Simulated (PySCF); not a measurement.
Potential energy curve for SMILES CC. The C1–H8 bond (C1 also carries C, H, H; H8 carries nothing else) is varied alone, starting from the PBE0/def2-TZVP optimised geometry.

RKS-PBE0 = PySCF with restricted PBE0/def2-TZVP; RHF/def2-TZVP (PySCF); UHF/def2-TZVP (PySCF).

Magnitude of the dipole moment (D; its direction can reverse along the curve, and a method can change to another solution) and Mulliken charge of the fragment that holds C1:

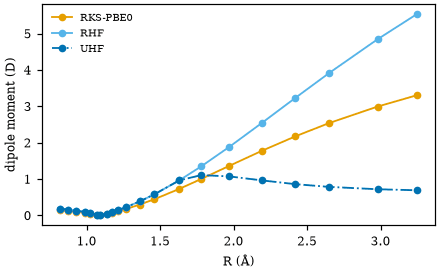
Fig. 1. Dipole moment against bond length.

```
R / Å  μ RKS-PBE0  q RKS-PBE0  μ RHF  q RHF  μ UHF  q UHF
-----  ----------  ----------  -----  -----  -----  -----
0.82         0.14       -0.13   0.18  -0.09   0.18  -0.09
0.87         0.13       -0.13   0.16  -0.10   0.16  -0.10
0.93         0.10       -0.13   0.13  -0.10   0.13  -0.10
0.99         0.07       -0.12   0.09  -0.09   0.09  -0.09
1.02         0.05       -0.12   0.07  -0.09   0.07  -0.09
1.07         0.02       -0.12   0.02  -0.09   0.02  -0.09
1.09         0.00       -0.12   0.00  -0.09   0.00  -0.09
1.14         0.04       -0.11   0.05  -0.09   0.05  -0.09
1.17         0.07       -0.11   0.09  -0.09   0.09  -0.09
1.21         0.11       -0.11   0.14  -0.09   0.14  -0.09
1.27         0.18       -0.10   0.23  -0.08   0.23  -0.08
1.36         0.30       -0.09   0.38  -0.07   0.38  -0.07
1.46         0.45       -0.07   0.58  -0.05   0.58  -0.05
1.63         0.73       -0.04   0.96  -0.02   0.96  -0.02
1.78         1.00       -0.01   1.35   0.02   1.11   0.01
1.97         1.36        0.02   1.88   0.07   1.07   0.02
2.19         1.77        0.06   2.54   0.12   0.97   0.02
2.42         2.18        0.08   3.23   0.17   0.86   0.01
2.65         2.54        0.11   3.92   0.21   0.79   0.01
2.98         2.99        0.13   4.85   0.25   0.72   0.00
3.25         3.31        0.14   5.55   0.28   0.69   0.00
```

At the longest distance RKS-PBE0 leaves fractional charges on the fragments, a sign of delocalisation error or of the restricted form. The restricted form behind RKS-PBE0, RHF keeps the bonding electrons paired and can't separate into open-shell fragments. The unrestricted determinant behind UHF is spin-contaminated at 1.78 to 3.25 Å (<S²> up to 1.0, against 0.00 for a pure singlet).
